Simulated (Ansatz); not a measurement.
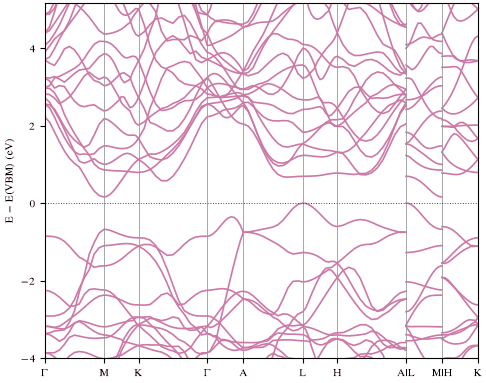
Band structure from r²SCAN (plane waves, PAW; program Ansatz)

### Question
Read off the gap and where the band edges lie.

### Answer
About 0.2 eV (0.16 eV by a search for the band edges); maximum at L, minimum at M.

The material is Si2Mo in space group P6_222 (No. 180; Si on 6j, Mo on 3d).

The workflow started from a Materials Project entry (that database holds measured and hypothetical structures alike); the Crystallography Open Database copy checked does not list it. It is not the phase usual at ambient conditions (space group No. 139). The cell was relaxed with r²SCAN under the symmetry of its start; its stability against distortions is not shown here. The run is not spin-polarised. Scalar-relativistic: spin–orbit coupling is off unless named, which matters more the heavier the elements.

Potentials: the later of the program's two PAW sets.
